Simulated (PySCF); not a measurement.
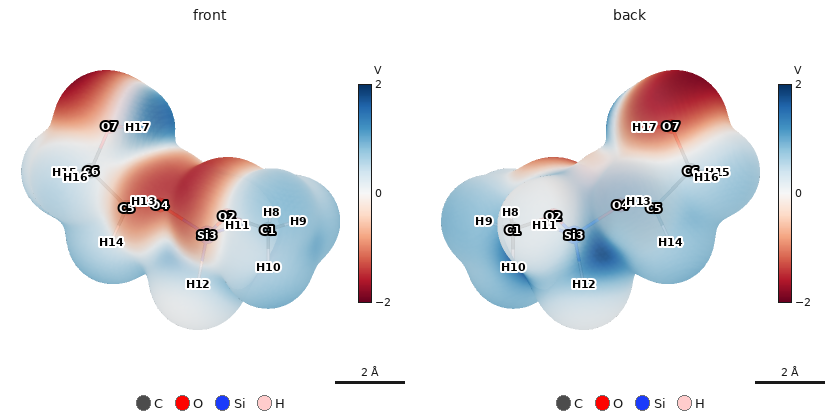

Figure. C₃H₁₀O₃Si (SMILES CO[SiH2]OCCO). The electrostatic potential painted on the density surface at 0.002 e/bohr³, seen from the front and from behind; red is negative and blue positive.

Geometry: GFN2-xTB.

Method: PBE0/pcSseg-1, SCF density, gas phase, non-relativistic (PySCF).

```yaml
atoms:
  - { symbol: C, position_ang: [3.2629, 0.7342, 0.4247] }
  - { symbol: O, position_ang: [1.8815, 0.5895, 0.4889] }
  - { symbol: Si, position_ang: [1.0095, -0.5001, -0.3167] }
  - { symbol: O, position_ang: [-0.4517, -0.1207, 0.2480] }
  - { symbol: C, position_ang: [-1.6463, -0.7598, -0.0854] }
  - { symbol: C, position_ang: [-2.7932, -0.0078, 0.5908] }
  - { symbol: O, position_ang: [-2.8747, 1.3136, 0.1308] }
  - { symbol: H, position_ang: [3.5572, 1.5049, 1.1372] }
  - { symbol: H, position_ang: [3.5771, 1.0324, -0.5784] }
  - { symbol: H, position_ang: [3.7668, -0.2016, 0.6775] }
  - { symbol: H, position_ang: [1.0954, -0.3192, -1.7695] }
  - { symbol: H, position_ang: [1.3858, -1.8768, 0.0199] }
  - { symbol: H, position_ang: [-1.7836, -0.7494, -1.1724] }
  - { symbol: H, position_ang: [-1.6253, -1.8030, 0.2480] }
  - { symbol: H, position_ang: [-3.7471, -0.4853, 0.3580] }
  - { symbol: H, position_ang: [-2.6346, -0.0282, 1.6786] }
  - { symbol: H, position_ang: [-1.9869, 1.6894, 0.1967] }
```

Where is the surface potential most negative and most positive?

Answer. The most negative region (about −1.8 V, or −42 kcal/mol for a unit charge) lies over O7, the most positive (about +1.7 V, or +39 kcal/mol for a unit charge) over Si3. O7 is the likeliest acceptor of a hydrogen bond.

How polar is the molecule by this calculation?

Answer. Its dipole moment is 2.87 D.
